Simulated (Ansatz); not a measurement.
## ZnNi (Pm-3m): from the cell to its phonons

Aim: the phonons of ZnNi (Pm-3m) at a cell relaxed beforehand at this level.

Method: DFT LDA, scalar-relativistic, plane waves, PAW, in Ansatz 0.2.0.

The database entry behind the starting cell is an old determination (1936), so it need not match the best structure at ambient conditions.

**1. Starting point**

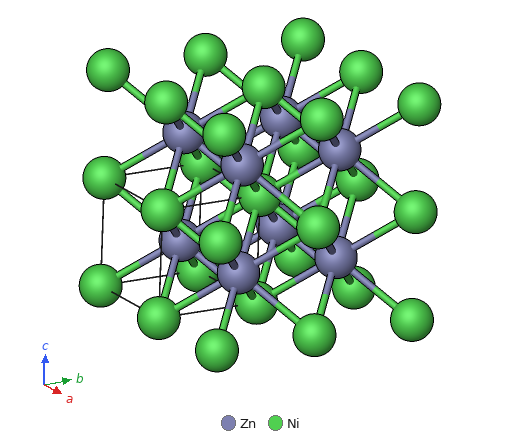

The starting structure, seen slightly off an axis (zinc blue, nickel green). 2×2×2 cells are drawn. Some periodic images of atoms are drawn too.

As a file:

```cif
data_structure
_symmetry_space_group_name_H-M 'P 1'
_symmetry_Int_Tables_number 1
_cell_length_a 2.8063
_cell_length_b 2.8063
_cell_length_c 2.8063
_cell_angle_alpha 90.000
_cell_angle_beta 90.000
_cell_angle_gamma 90.000
_cell_volume 22.10
loop_
_atom_site_label
_atom_site_type_symbol
_atom_site_fract_x
_atom_site_fract_y
_atom_site_fract_z
_atom_site_occupancy
Zn1 Zn 0.50000 0.50000 0.50000 1
Ni2 Ni 0.00000 0.00000 0.00000 1
```

**2. Phonons on a q mesh**

The cell comes from relaxations at this level that are not shown. Stability and thermal properties need the whole zone. Linear response on a 4×4×4 q mesh gives force constants as far as a supercell of that size would.

File input.yaml:

```yaml
crystal:
  lattice:
    - [2.8063370132, 0.0, 0.0]
    - [0.0, 2.8063370132, 0.0]
    - [0.0, 0.0, 2.8063370132]
  atoms:
    - { symbol: Zn, position: [0.5, 0.5, 0.5] }
    - { symbol: Ni, position: [0.0, 0.0, 0.0] }
kpoints:
  mp_grid: { grid: [16, 16, 16] }
hamiltonian:
  xc: lda
scf:
  occupations: { method: methfessel_paxton, width: 0.15 }
output:
  eigenvalues: true
phonons:
  method: dfpt
  qmesh: [4, 4, 4]
  temperatures: { t_max: 1000, t_step: 50 }
  qpath:
    path:
      - [[0.0, 0.0, 0.0], [0.0, 0.5, 0.0], [0.5, 0.5, 0.0], [0.0, 0.0, 0.0], [0.5, 0.5, 0.5], [0.0, 0.5, 0.0]]
      - [[0.5, 0.5, 0.5], [0.5, 0.5, 0.0]]
    npoints: 10
```

Command:

```bash
ansatz run input.yaml --threads 4 --pin off --max-ram 7168MiB --backend cpu --events-out ev --progress --plain --runs-dir out
```

The runs that follow: another isotope, element Ni, natural mass 58.6934 amu; isotope substitution, element Zn, natural mass 65.38 amu. Settings of the main run: cutoff 420 eV, 16×16×16 k-mesh, 4×4×4 q-mesh, Methfessel-Paxton occupations, smearing width 0.15 eV.

Q: Predict the highest optical mode at the zone centre and lowest optical zone-centre mode.

At high temperature every mode holds k_B, so the heat capacity tends to 3R = 24.94 J/(mol K) a mole of atoms; it reaches 24.77 at 1000 K. 2 atoms give 6 modes, of which three are translations at zero and 3 are optical. The structure is a minimum as far as tested: no mode is imaginary at the 10 irreducible wavevectors of the 4×4×4 mesh, and the softest away from the acoustic zeros lies at 48 cm⁻¹.

| Quantity | Value |
| --- | --- |
| volume per atom | 11.1 Å³ |
| electronic character | no gap on this mesh |
| highest optical mode at the zone centre (no LO-TO term) | 260 cm⁻¹ |
| lowest optical zone-centre mode | 260 cm⁻¹ |
| lowest mode on the q mesh (acoustic modes at Γ apart) | 48.3 cm⁻¹ |
| highest frequency on the path or at a solved wavevector | 287 cm⁻¹ |
| heat capacity at 300 K | 23.2 J/(mol atoms K) |
| Debye temperature (second moment) | 368 K |
| imaginary modes on the 4×4×4 q mesh | none |

The optical modes at Γ form one degenerate level at 260 cm⁻¹. With no gap, or one that is small against the smearing, the frequencies hang on the k mesh and the smearing, most of all near Kohn anomalies. The phonon runs are without spin polarisation, although Ni often carries a moment. A phonon run warned that its eigensolver left some bands unconverged in a pass. These are harmonic frequencies at zero temperature: anharmonic shifts, linewidths and thermal expansion are left out.

[Logs are printed without paths, hosts, clocks, repeated set-up lines and the standing remarks that a program may print on its own settings, such as how far it seeks lower states.]

[Hosts, paths, dates, database ids (printed as entryN), source tags and the programs' standing remarks are cut or masked in the printed files.]
